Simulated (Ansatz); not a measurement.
# Si4GePt: what a guessed cell relaxes into

The task: take a trial cell of Si4GePt to zero force and stress.

Computed with Ansatz 0.2.0 (DFT PBE, scalar-relativistic, plane waves, PAW, unless a step's input says otherwise).

2 further runs of the same task are left out: 1 that didn't finish, 1 set aside as unsound or not needed.

### 1 The structure to begin with

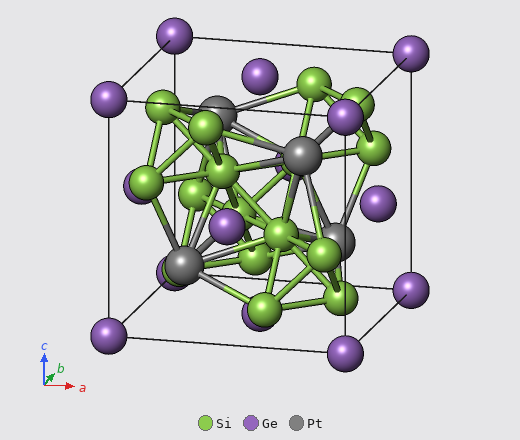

The starting structure, seen slightly off an axis (silicon green, germanium purple, platinum grey). Atoms on the faces are drawn again on the opposite ones. The cell drawn here is the conventional one.

Coordinates:

```
CELL_PARAMETERS angstrom
0.00000 3.51557 3.51557
3.51557 0.00000 3.51557
3.51557 3.51557 0.00000
ATOMIC_POSITIONS crystal
Si 0.87302 0.37566 0.37566
Si 0.37566 0.37566 0.37566
Si 0.37566 0.87302 0.37566
Si 0.37566 0.37566 0.87302
Ge 0.00000 0.00000 0.00000
Pt 0.75000 0.75000 0.75000
```

The cell is invented: species swapped into a database cell of ErCu4Au (F-43m, No. 216), with Ge on the Er sites, Si on the Cu sites and Pt on the Au sites. The dimensions are guesses.

### 2 A first look at the guess

Contents of input.yaml:

```yaml
crystal:
  lattice:
    - [0.0, 3.51556715, 3.51556715]
    - [3.51556715, 0.0, 3.51556715]
    - [3.51556715, 3.51556715, 0.0]
  atoms:
    - { symbol: Si, position: [0.87302357, 0.37565881, 0.37565881] }
    - { symbol: Si, position: [0.37565881, 0.37565881, 0.37565881] }
    - { symbol: Si, position: [0.37565881, 0.87302357, 0.37565881] }
    - { symbol: Si, position: [0.37565881, 0.37565881, 0.87302357] }
    - { symbol: Ge, position: [0.0, 0.0, 0.0] }
    - { symbol: Pt, position: [0.75, 0.75, 0.75] }
basis:
  ecutwfc: 420
kpoints:
  mp_grid: { grid: [4, 4, 4] }
hamiltonian:
  xc: pbe
scf:
  occupations: { method: gaussian, width: 0.1 }
  lower_state_search: "off"
output:
  forces: true
  stress: true
  eigenvalues: true
```

On the command line:

```sh
$ ansatz run input.yaml --threads 1 --pin off --max-ram 2560MiB --backend cpu --events-out ev --progress --plain --runs-dir out
```

Output (excerpt; [...] marks lines left out):

```text
[...]
SCF converged after 7 iterations
Free energy (F): -19357.655241 eV
[...]
E sigma→0 (E₀):  -19357.638263 eV
Entropy (-TS):   -0.033955 eV (-5.659 meV/atom)
Fermi energy:    13.855845 eV
[...]
--- Forces (eV/Å), atoms counted from 1 ---
  atom   1  Si    -0.16569960     0.16569960     0.16569960
  atom   2  Si    -0.16569960    -0.16569960    -0.16569960
  atom   3  Si     0.16569960    -0.16569960     0.16569960
  atom   4  Si     0.16569960     0.16569960    -0.16569960
  atom   5  Ge    -0.00000000     0.00000000    -0.00000000
  atom   6  Pt     0.00000000    -0.00000000     0.00000000
[...]
--- Stress (GPa, compression-positive) ---
       11.711172      -0.000000      -0.000000
       -0.000000      11.711172       0.000000
       -0.000000       0.000000      11.711172
  P = ⅓ Tr σ = 11.7112 GPa (117.112 kbar)
--- Band table (eV; the first three rows and the last of 8) ---
[...]
```

Wall time 2.5 s (1 thread of Intel Xeon at 2.70GHz, shared host); peak memory 0.35 GiB.

From the probe: pressure 11.7 GPa, largest force 0.29 eV/Å, gap on this mesh none (metal). A guess like this is first relaxed loosely on the coarse mesh.

### 3 Coarse relaxation

input.yaml: that of step 2 with these lines changed.

```diff
@@ -25 +25,6 @@
   eigenvalues: true
+relax:
+  adjacent_minimum: "off"
+  f_tol: 0.04
+  max_steps: 70
+  cell: { stress_tol: 0.4 }
```

On the command line:

```sh
$ ansatz run input.yaml --threads 1 --pin off --max-ram 2560MiB --backend cpu --events-out ev --progress --plain --runs-dir out
```

Output:

```text
Warning: RAYON_NUM_THREADS=1 ignored (pool sized by the plan → 1); use --threads N
Engine: ansatz 0.2.0, x86_64-unknown-linux-gnu
Pseudopotentials: kind: paw
Pseudopotential: Si, paw, valence charge 4, recommended cutoff 420 eV (normal), Si.paw.azcp
Pseudopotential: Ge, paw, valence charge 14, recommended cutoff 420 eV (normal), Ge.paw.azcp
Pseudopotential: Pt, paw, valence charge 18, recommended cutoff 420 eV (normal), Pt.paw.azcp
Functional definition: PBE
  parameter kappa = 0.804
  parameter beta = 0.06672455060314922
  exchange = pbe_x(kappa = kappa, mu = beta*pi^2/3)
  correlation = pbe_c(beta = beta)
Crystal: 6 atoms, lattice volume = 86.899 Å³
Basis set: ecut = 420 eV, 1687 PW (Γ), exchange–correlation on 72×72×72 points (8 copies of the dense FFT grid, shifted against one another)
Bands: 30, of which v1, the nominal top of the filled ones, is band 24 counted from 1 (23 counted from 0)
Symmetry: 24 space group operations
Space group: F-43m (ITA 216), of the structure as read, at distance tolerance 4.4e-5 Å
k-points: 8 of 64 (time reversal used)
Non-local potential: Si, projectors of the file, l = 0: 2, l = 1: 2, l = 2: 2
Non-local potential: Ge, projectors of the file, l = 0: 2, l = 1: 2, l = 2: 3, l = 3: 1
Non-local potential: Pt, projectors of the file, l = 0: 3, l = 1: 2, l = 2: 2, l = 3: 1
PAW form: soft (Blöchl's): semilocal exchange-correlation on the pseudo side does not see the compensation charge
PAW one-centre angular grid: Si, 110 points (default); XC on 64 Gauss nodes
PAW one-centre angular grid: Ge, 590 points (default); XC on 64 Gauss nodes
PAW one-centre angular grid: Pt, 590 points (default); XC on 64 Gauss nodes
Initial density: superposition of atomic densities (neutral atoms: chi_scale 0, normalization atom), corrected by the library's trained network
Initial wavefunctions: pseudopotential atomic-orbital guess
Functional: x = pbe(κ = 0.804, μ = 0.2195149727645171), c = pbe(β = 0.06672455060314922)
SCF iter   1: F=—  HF=-19357.674680 eV  |F-HF|=—  |Δ(HF+E_count)|=         —  Δρ=7.66e-3  dr2=8.36e-2  ethr=1.77e-3  ⟨swp⟩=5.8  Hψ=1034  notcnv=0
preconditioner: auto → Kerker (q_TF=auto, 2.471 Å⁻¹)  [metal: Δε(μ)=0.060 eV  Ē_g=12.354 eV  σ=0.100 eV  W_gap=0.33  n_scr=14 (ndim 8)  ℏωp=25.2 eV  f_vac=0.000  D(μ)=6.85/eV (n_scr^D=64)]
SCF iter   2: F=—  HF=-19357.660840 eV  |F-HF|=—  |Δ(HF+E_count)|=   1.38e-2  Δρ=4.03e-3  dr2=1.82e-2  ethr=1.74e-4  ⟨swp⟩=1.0  Hψ=304  notcnv=0
SCF iter   3: F=—  HF=-19357.656551 eV  |F-HF|=—  |Δ(HF+E_count)|=   4.29e-3  Δρ=1.68e-3  dr2=4.18e-3  ethr=3.79e-5  ⟨swp⟩=1.9  Hψ=293  notcnv=0
SCF iter   4: F=—  HF=-19357.655357 eV  |F-HF|=—  |Δ(HF+E_count)|=   1.19e-3  Δρ=2.98e-4  dr2=1.03e-4  ethr=8.72e-6  ⟨swp⟩=2.0  Hψ=354  notcnv=0
SCF iter   5: F=—  HF=-19357.655279 eV  |F-HF|=—  |Δ(HF+E_count)|=   7.81e-5  Δρ=1.52e-4  dr2=3.16e-5  ethr=2.15e-7  ⟨swp⟩=2.1  Hψ=330  notcnv=0
SCF iter   6: F=—  HF=-19357.655241 eV  |F-HF|=—  |Δ(HF+E_count)|=   3.80e-5  Δρ=2.57e-5  dr2=6.80e-7  ethr=6.58e-8  ⟨swp⟩=2.0  Hψ=391  notcnv=0
SCF iter   7: F=-19357.655241 eV  HF=-19357.655241 eV  |F-HF|=2.13e-8  |Δ(HF+E_count)|=   1.68e-7  Δρ=5.23e-6  dr2=3.09e-8  ethr=2.08e-10  ⟨swp⟩=8.1  Hψ=1044  notcnv=0
SCF 1 converged in 7 iterations: F = -19357.655241 eV  dr2 = 3.09e-8
relax step   1: F+E_penalty+E_count = -19357.65524074 eV  Δ(F+E_penalty+E_count) = +0.000e0 eV  max|allowed force component| = 1.657e-1 eV/Å  Δτ_max = 0.0000 Å  P = +11.711 GPa  Ω = 86.899 Å³  (7 SCF iters, dr2 threshold 1.00e-7 eV, accepted)
Crystal: 6 atoms, lattice volume = 94.517 Å³
Basis set: ecut = 420 eV, 1837 PW (Γ), exchange–correlation on 72×72×72 points (8 copies of the dense FFT grid, shifted against one another)
Initial density: handed on by an earlier stage of this run
Initial wavefunctions: those handed on with the density
iter 1 solved again at ethr=8.45e-4 eV; its pass at ethr=3.10e-3 eV (dr2=4.06e-1 eV) is discarded
SCF iter   1: F=—  HF=-19358.026201 eV  |F-HF|=—  |Δ(HF+E_count)|=         —  Δρ=1.27e-2  dr2=4.11e-1  ethr=8.45e-4  ⟨swp⟩=1.0  Hψ=1241  notcnv=0
preconditioner: auto → Kerker (q_TF=auto, 2.437 Å⁻¹)  [metal: Δε(μ)=0.047 eV  Ē_g=6.996 eV  σ=0.100 eV  W_gap=0.26  n_scr=14 (ndim 8)  ℏωp=20.9 eV  f_vac=0.000  D(μ)=7.95/eV (n_scr^D=112)]
SCF iter   2: F=—  HF=-19357.960181 eV  |F-HF|=—  |Δ(HF+E_count)|=   6.60e-2  Δρ=4.67e-3  dr2=2.56e-2  ethr=8.45e-4  ⟨swp⟩=2.0  Hψ=325  notcnv=0
SCF iter   3: F=—  HF=-19357.955527 eV  |F-HF|=—  |Δ(HF+E_count)|=   4.65e-3  Δρ=2.48e-3  dr2=1.01e-2  ethr=5.34e-5  ⟨swp⟩=1.0  Hψ=296  notcnv=0
SCF iter   4: F=—  HF=-19357.952490 eV  |F-HF|=—  |Δ(HF+E_count)|=   3.04e-3  Δρ=3.50e-4  dr2=1.18e-4  ethr=2.11e-5  ⟨swp⟩=2.0  Hψ=353  notcnv=0
SCF iter   5: F=—  HF=-19357.952484 eV  |F-HF|=—  |Δ(HF+E_count)|=   6.05e-6  Δρ=9.04e-5  dr2=1.02e-5  ethr=2.47e-7  ⟨swp⟩=2.0  Hψ=385  notcnv=0
SCF iter   6: F=—  HF=-19357.952477 eV  |F-HF|=—  |Δ(HF+E_count)|=   6.76e-6  Δρ=3.61e-5  dr2=1.94e-6  ethr=2.12e-8  ⟨swp⟩=2.1  Hψ=395  notcnv=0
SCF iter   7: F=-19357.952477 eV  HF=-19357.952477 eV  |F-HF|=1.43e-7  |Δ(HF+E_count)|=   4.84e-7  Δρ=1.20e-5  dr2=2.19e-7  ethr=1.25e-9  ⟨swp⟩=6.4  Hψ=1005  notcnv=0
SCF 2 converged in 7 iterations: F = -19357.952477 eV  dr2 = 2.19e-7
relax step   2: F+E_penalty+E_count = -19357.95247655 eV  Δ(F+E_penalty+E_count) = -2.972e-1 eV  max|allowed force component| = 6.150e-2 eV/Å  Δτ_max = 0.0033 Å  P = +1.499 GPa  Ω = 94.517 Å³  energy of the carried Pulay correction = -1.775e-3 eV  (7 SCF iters, dr2 threshold 6.00e-7 eV, accepted)
Crystal: 6 atoms, lattice volume = 95.745 Å³
Basis set: ecut = 420 eV, 1893 PW (Γ), exchange–correlation on 72×72×72 points (8 copies of the dense FFT grid, shifted against one another)
iter 1 solved again at ethr=1.81e-5 eV; its pass at ethr=3.10e-3 eV (dr2=8.68e-3 eV) is discarded
SCF iter   1: F=—  HF=-19357.960951 eV  |F-HF|=—  |Δ(HF+E_count)|=         —  Δρ=1.89e-3  dr2=9.09e-3  ethr=1.81e-5  ⟨swp⟩=1.0  Hψ=1185  notcnv=0
preconditioner: auto → Kerker (q_TF=auto, 2.432 Å⁻¹)  [metal: Δε(μ)=0.061 eV  Ē_g=6.873 eV  σ=0.100 eV  W_gap=0.31  n_scr=14 (ndim 8)  ℏωp=20.8 eV  f_vac=0.000  D(μ)=8.21/eV (n_scr^D=112)]
SCF iter   2: F=—  HF=-19357.959884 eV  |F-HF|=—  |Δ(HF+E_count)|=   1.07e-3  Δρ=9.26e-4  dr2=2.48e-3  ethr=1.81e-5  ⟨swp⟩=1.0  Hψ=240  notcnv=0
SCF iter   3: F=—  HF=-19357.959439 eV  |F-HF|=—  |Δ(HF+E_count)|=   4.46e-4  Δρ=1.56e-4  dr2=5.53e-5  ethr=5.18e-6  ⟨swp⟩=1.8  Hψ=254  notcnv=0
SCF iter   4: F=—  HF=-19357.959449 eV  |F-HF|=—  |Δ(HF+E_count)|=   1.08e-5  Δρ=3.79e-5  dr2=9.48e-7  ethr=1.15e-7  ⟨swp⟩=2.2  Hψ=357  notcnv=0
iter 5 did not close the SCF: its close was put off for the readings that it lacked (scf_convergence_deferred on its scf_iter line)
SCF iter   5: F=-19357.959448 eV  HF=-19357.959449 eV  |F-HF|=6.19e-7  |Δ(HF+E_count)|=   4.21e-7  Δρ=1.95e-5  dr2=2.74e-7  ethr=1.98e-9  ⟨swp⟩=2.0  Hψ=402  notcnv=0
SCF iter   6: F=-19357.959449 eV  HF=-19357.959449 eV  |F-HF|=4.51e-8  |Δ(HF+E_count)|=   2.56e-7  Δρ=6.10e-6  dr2=3.34e-8  ethr=5.70e-10  ⟨swp⟩=2.4  Hψ=805  notcnv=0
SCF 3 converged in 6 iterations: F = -19357.959449 eV  dr2 = 3.34e-8
relax step   3: F+E_penalty+E_count = -19357.95944858 eV  Δ(F+E_penalty+E_count) = -6.972e-3 eV  max|allowed force component| = 2.793e-2 eV/Å  Δτ_max = 0.0023 Å  P = +0.214 GPa  Ω = 95.745 Å³  energy of the carried Pulay correction = -2.047e-3 eV  (6 SCF iters, dr2 threshold 6.00e-7 eV, accepted)
Initial wavefunctions: pseudopotential atomic-orbital guess (no wavefunctions were taken with the density)
iter 1 solved again at ethr=6.60e-7 eV; its pass at ethr=3.10e-3 eV (dr2=3.17e-4 eV) is discarded
SCF iter   1: F=—  HF=-19357.958577 eV  |F-HF|=—  |Δ(HF+E_count)|=         —  Δρ=1.08e-3  dr2=2.52e-5  ethr=6.60e-7  ⟨swp⟩=3.0  Hψ=1593  notcnv=0
preconditioner: auto → Kerker (q_TF=auto, 2.432 Å⁻¹)  [metal: Δε(μ)=0.019 eV  Ē_g=6.863 eV  σ=0.100 eV  W_gap=0.11  n_scr=14 (ndim 8)  ℏωp=20.8 eV  f_vac=0.000  D(μ)=8.23/eV (n_scr^D=112)]
SCF iter   2: F=—  HF=-19357.961128 eV  |F-HF|=—  |Δ(HF+E_count)|=   2.55e-3  Δρ=5.45e-4  dr2=6.47e-6  ethr=5.24e-8  ⟨swp⟩=1.0  Hψ=240  notcnv=0
SCF iter   3: F=—  HF=-19357.962018 eV  |F-HF|=—  |Δ(HF+E_count)|=   8.89e-4  Δρ=1.37e-5  dr2=3.06e-8  ethr=1.35e-8  ⟨swp⟩=2.0  Hψ=433  notcnv=0
SCF iter   4: F=—  HF=-19357.962018 eV  |F-HF|=—  |Δ(HF+E_count)|=   7.14e-7  Δρ=2.57e-6  dr2=7.86e-9  ethr=6.38e-11  ⟨swp⟩=2.0  Hψ=402  notcnv=0
iter 5 did not close the SCF: its close was put off for the readings that it lacked (scf_convergence_deferred on its scf_iter line)
SCF iter   5: F=-19357.962018 eV  HF=-19357.962018 eV  |F-HF|=1.03e-9  |Δ(HF+E_count)|=  3.78e-10  Δρ=8.91e-7  dr2=1.47e-9  ethr=1.64e-11  ⟨swp⟩=1.9  Hψ=323  notcnv=0
SCF iter   6: F=-19357.962018 eV  HF=-19357.962018 eV  |F-HF|=1.96e-10  |Δ(HF+E_count)|=  2.07e-10  Δρ=3.18e-7  dr2=2.26e-10  ethr=3.07e-12  ⟨swp⟩=3.1  Hψ=845  notcnv=0
SCF 4 converged in 6 iterations: F = -19357.962018 eV  dr2 = 2.26e-10
relax step   4: F+E_penalty+E_count = -19357.96201822 eV  Δ(F+E_penalty+E_count) = -2.570e-3 eV  max|allowed force component| = 2.789e-2 eV/Å  Δτ_max = 0.0000 Å  P = +0.237 GPa  Ω = 95.745 Å³  stress off target by 2.37e-1 GPa  SCF on the basis re-selected at this cell (its energy is not comparable with the rows above)  (6 SCF iters)
basis re-selected at this cell: Δ(F+E_penalty+E_count) = -2.570e-3 eV, ΔP = +0.023 GPa vs the last step (what re-selecting the basis moved, of the pressure what is left beyond the Pulay correction that the steps carried, after the strain that the cell walked since its last selection, with what the two solves' SCF thresholds leave and, on support functions, any second-order correction that the steps lacked; it is no measure of the basis error at this ecutwfc). This SCF's stress stands 2.37e-1 GPa from its target on what of the cell is left free (relax.cell.stress_tol is 4.00e-1 GPa) and its largest allowed force component is 2.79e-2 eV/Å (relax.f_tol is 4.00e-2 eV/Å): within both
SCF converged after 6 iterations
Free energy (F): -19357.962018 eV
Harris-Foulkes:  -19357.962018 eV  (|F-HF|=1.96e-10)
Internal energy: -19357.920884 eV  (E = F + TS)
E sigma→0 (E₀):  -19357.941451 eV
Entropy (-TS):   -0.041134 eV (-6.856 meV/atom)
Fermi energy:    12.241119 eV
--- Per-component energies (eV) ---
  E_band       = -312.303362
  E_kinetic    = 911.659068
  E_local      = -5007.823848  (includes V_loc(G=0)·N_el)
  E_nonlocal   = 717.233000
  E_hartree    = 2112.126485
  E_xc         = -560.488586
  E_vxc        = -557.152639  (∫ρ·V_xc dr)
  E_paw        = -13517.892624  (= ΣΔE_a)
  E_vpaw       = -600.472121  (= ΣTr[D̂ρ^β])
  E_aug_tail   = 0.000521  (compensation charges beyond the density's cutoff)
  E_ewald      = -4012.734900
  E_smearing   = -0.041134  (= −TS)
  E_closure    = 0.000000  (closes the sum)
  Σ components = -19357.962018   (vs F -19357.962018, Δ=0.00e0)
--- Forces (eV/Å), atoms counted from 1 ---
  atom   1  Si    -0.02788877     0.02788877     0.02788877
  atom   2  Si    -0.02788877    -0.02788877    -0.02788877
  atom   3  Si     0.02788877    -0.02788877     0.02788877
  atom   4  Si     0.02788877     0.02788877    -0.02788877
  atom   5  Ge    -0.00000000    -0.00000000    -0.00000000
  atom   6  Pt    -0.00000000    -0.00000000    -0.00000000
  max |Σ_I F_I| component: 1.53e-16 eV/Å
--- Stress (GPa, compression-positive) ---
        0.236542      -0.000000      -0.000000
       -0.000000       0.236542       0.000000
       -0.000000       0.000000       0.236542
  P = ⅓ Tr σ = 0.2365 GPa (2.365 kbar)
--- Band table (eV; the first three rows and the last of 8) ---
  k-point 0: bands = ["-85.6420", "-39.8969", "-39.8969", "-39.8969", "-12.4946", "-12.4946", "-12.4915", "-12.4915", "-12.4915", "-1.4807", "4.8313", "5.9037", "6.1907", "6.1907", "6.1907", "7.2585", "7.2585", "7.2585", "8.0214", "8.0214", "11.1244", "11.1244", "11.1244", "11.8199", "11.8199", "11.8199", "12.2507", "12.8565", "12.8565", "19.5111"]
  k-point 1: bands = ["-85.6420", "-39.8970", "-39.8970", "-39.8970", "-12.4946", "-12.4946", "-12.4916", "-12.4914", "-12.4914", "-0.9907", "2.9627", "4.7837", "5.7574", "5.7574", "7.2713", "7.2713", "7.3423", "8.9062", "8.9976", "8.9976", "10.2885", "10.2885", "10.5279", "11.7890", "11.7890", "12.0206", "14.6850", "14.6850", "15.6838", "16.0531"]
  k-point 2: bands = ["-85.6420", "-39.8970", "-39.8970", "-39.8970", "-12.4946", "-12.4946", "-12.4916", "-12.4912", "-12.4912", "0.0459", "1.1206", "4.4770", "5.4469", "5.4469", "7.1853", "7.5517", "7.5517", "8.8864", "8.8864", "10.3001", "10.6970", "10.6970", "11.3455", "12.6000", "12.6556", "12.6556", "13.4300", "13.4300", "15.5983", "16.1039"]
  k-point 7: bands = ["-85.6420", "-39.8970", "-39.8970", "-39.8970", "-12.4948", "-12.4944", "-12.4916", "-12.4913", "-12.4909", "1.1024", "1.1881", "2.3168", "3.7955", "6.6515", "7.4078", "7.9771", "8.1175", "9.2755", "9.3070", "10.0364", "10.0768", "10.9132", "12.2320", "12.4875", "12.6725", "14.1065", "14.4084", "14.8740", "14.9814", "15.8389"]
--- Relaxed structure (3 steps of the walk, 3 accepted, 1 SCFs on fresh bases) ---
  F+E_penalty+E_count = -19357.96201822 eV   max|allowed force component| = 2.789e-2 eV/Å   (the final SCF, on the basis selected at the relaxed cell)
  cell:  # Å, volume = 95.7447 Å³
    - [2.229225264391822e-34, 3.631017293960239, 3.631017293960239]
    - [3.631017293960239, 1.1464587074015075e-33, 3.631017293960239]
    - [3.631017293960239, 3.631017293960239, 3.662298648643706e-33]
  atoms:
    - { symbol: Si, position: [0.8744172861767296, 0.37519423794109014, 0.3751942379410901] }
    - { symbol: Si, position: [0.37519423794109014, 0.37519423794109014, 0.37519423794109014] }
    - { symbol: Si, position: [0.37519423794109014, 0.8744172861767296, 0.3751942379410901] }
    - { symbol: Si, position: [0.37519423794109014, 0.37519423794109014, 0.8744172861767296] }
    - { symbol: Ge, position: [5.654006588638532e-20, -5.140005989670219e-21, -1.5420017969015363e-20] }
    - { symbol: Pt, position: [0.7500000000000001, 0.7500000000000001, 0.7500000000000001] }
```

Wall time 15 s (1 thread of Intel Xeon at 2.70GHz, shared host); peak memory 0.38 GiB.

Relaxation path:

| step | E - E(step 1) (eV/cell) | largest force component (eV/Å) | pressure (GPa) | volume (Å³) |
| --- | --- | --- | --- | --- |
| 1 | 0.0000 | 0.1657 | 11.71 | 86.90 |
| 2 | -0.2972 | 0.0615 | 1.50 | 94.52 |
| 3 | -0.3042 | 0.0279 | 0.21 | 95.74 |
| 4 | -0.3068 | 0.0279 | 0.24 | 95.74 |

Step 1 is the start. Step 4 repeats the geometry before it on a plane-wave basis chosen anew for that cell, so its energy need not be comparable with the rows above.

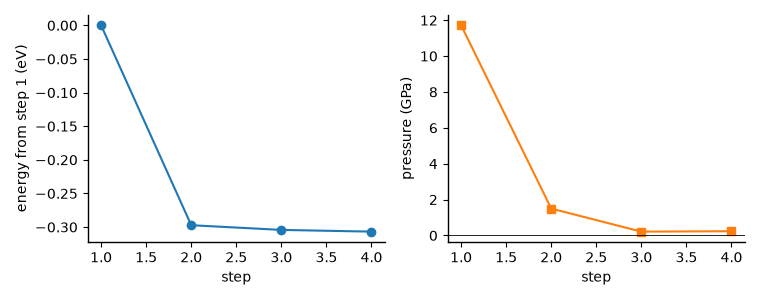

Energy and pressure along the relaxation.

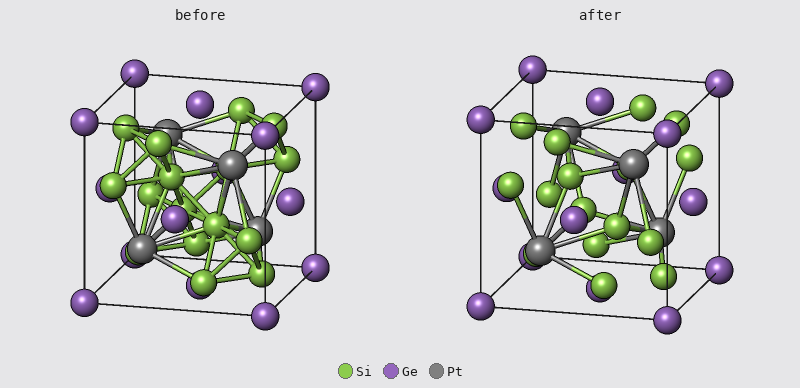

Before and after, at one scale.

Lengths and angles in the start's conventional setting:

|  | before | after | change |
| --- | --- | --- | --- |
| a (Å) | 7.031 | 7.262 | +3.3 % |
| b (Å) | 7.031 | 7.262 | +3.3 % |
| c (Å) | 7.031 | 7.262 | +3.3 % |
| volume (Å³/atom) | 14.48 | 15.96 | +10.2 % |
| shortest distance (Å) | 2.473 | 2.564 | +3.7 % |
| space group (0.01 Å) | F-43m | F-43m | same |

Forces and stress were held to the start's 24 operations: a distortion of lower symmetry was not tested.

[end of part 1 of 2]
